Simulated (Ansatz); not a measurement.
## Single-point calculation of C₅H₁₁Br

C₅H₁₁Br, multiplicity 3, computed with UKS CAM-B3LYP-d3bjatm/def2-mTZVP (Ansatz 0.2.0).

The run did not end well. The geometry comes from this level: PBE0-D4/def2-TZVP.

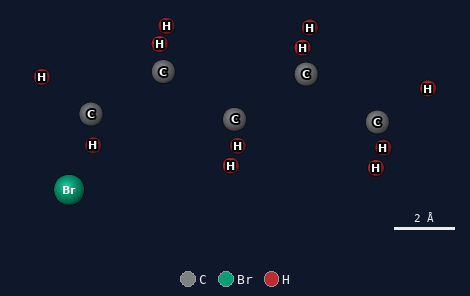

Fig. 1: The structure as given in the input (ball-and-stick view, seen on its broad side). Sticks are drawn by distance; a stretched bond gets none, so the picture shows separate pieces.

The input:
```yaml
crystal:
  periodic: [false, false, false]
  atoms:
    - {symbol: C, position_ang: [-2.612190, -3.519299, -2.057054]}
    - {symbol: C, position_ang: [-1.519086, -2.155929, 0.219119]}
    - {symbol: C, position_ang: [0.130685, 0.079272, -0.507302]}
    - {symbol: C, position_ang: [1.225776, 1.445427, 1.764892]}
    - {symbol: C, position_ang: [2.912960, 3.652693, 1.123483]}
    - {symbol: Br, position_ang: [1.072602, 6.417070, -0.487616]}
    - {symbol: H, position_ang: [-3.773264, -2.246378, -3.197757]}
    - {symbol: H, position_ang: [-3.796062, -5.112595, -1.491262]}
    - {symbol: H, position_ang: [-1.113294, -4.252252, -3.276565]}
    - {symbol: H, position_ang: [-0.414284, -3.484443, 1.362521]}
    - {symbol: H, position_ang: [-3.057465, -1.494764, 1.438491]}
    - {symbol: H, position_ang: [-0.973330, 1.413526, -1.639975]}
    - {symbol: H, position_ang: [1.677402, -0.571724, -1.725806]}
    - {symbol: H, position_ang: [2.375577, 0.120504, 2.874761]}
    - {symbol: H, position_ang: [-0.295203, 2.083490, 3.013664]}
    - {symbol: H, position_ang: [3.765636, 4.488625, 2.796977]}
    - {symbol: H, position_ang: [4.393502, 3.136777, -0.210571]}
basis:
  gaussian: {orbitals: def2-mTZVP}
magnetization: {spin_polarized: true, initial_magnetization: 2}
hamiltonian: {xc: {name: CAM-B3LYP}, dispersion: d3bjatm}
output: {forces: true}
```

Hardware: 2 CPU threads, shared host.

Launch command:
```bash
ansatz run in.yaml --threads 2 --pin off --events-out ev --progress --plain --max-ram 32768MiB --backend cpu
```

The program's output:
```
Functional definition: CAM-B3LYP
  name "CAM-B3LYP"
  cite "Yanai, Tew & Handy, Chem. Phys. Lett. 393, 51 (2004) doi:10.1016/j.cplett.2004.06.011"
  cite "Iikura, Tsuneda, Yanai & Hirao, J. Chem. Phys. 115, 3540 (2001) doi:10.1063/1.1383587"
  cite "Becke, Phys. Rev. A 38, 3098 (1988) doi:10.1103/PhysRevA.38.3098"
  cite "Lee, Yang & Parr, Phys. Rev. B 37, 785 (1988) doi:10.1103/PhysRevB.37.785"
  cite "Vosko, Wilk & Nusair, Can. J. Phys. 58, 1200 (1980) doi:10.1139/p80-159"
  parameter alpha = 0.19
  parameter beta = 0.46
  parameter omega = 0.33/bohr
  parameter ac = 0.81
  # Exact exchange under (alpha + beta erf(omega r))/r, Becke's under what is left of 1/r.
  exchange = (1 - alpha - beta)*b88_x + beta*b88_x_sr(omega) + alpha*exact_x + beta*exact_x_lr(omega)
  correlation = (1 - ac)*vwn5_c + ac*lyp_c
1591 factors; integrals over basis functions are off by at most 2.4e-4 eV
476 factors; integrals over basis functions are off by at most 3.5e-5 eV
mean field evaluation 1: about -75344.6014 eV, gradient 1.9e1 eV
mean field evaluation 2: about -75141.5582 eV, gradient 1.2e2 eV
mean field evaluation 4: about -75344.4392 eV, gradient 2.6e1 eV
mean field evaluation 8: about -75350.7419 eV, gradient 4.5e0 eV
mean field evaluation 16: about -75353.6802 eV, gradient 5.9e-1 eV
mean field evaluation 32: about -75353.7754 eV, gradient 7.7e-2 eV
mean field evaluation 64: about -75342.6401 eV, gradient 1.9e1 eV
mean field evaluation 96: about -75336.2525 eV, gradient 3.3e1 eV
mean field evaluation 128: about -75346.5601 eV, gradient 1.1e1 eV
Error: SIGTERM received: run cancelled behind 147 evaluations of the mean field
```

What the run reported:

```tsv
quantity	value
outcome	stopped at the time limit
wall time	91 s (CPU time 3 min)
peak memory	1.1 GiB
```

The input was spoiled on purpose: the coordinates are scaled as if typed in the wrong unit. The run was cut off by its time limit, so the output is incomplete.
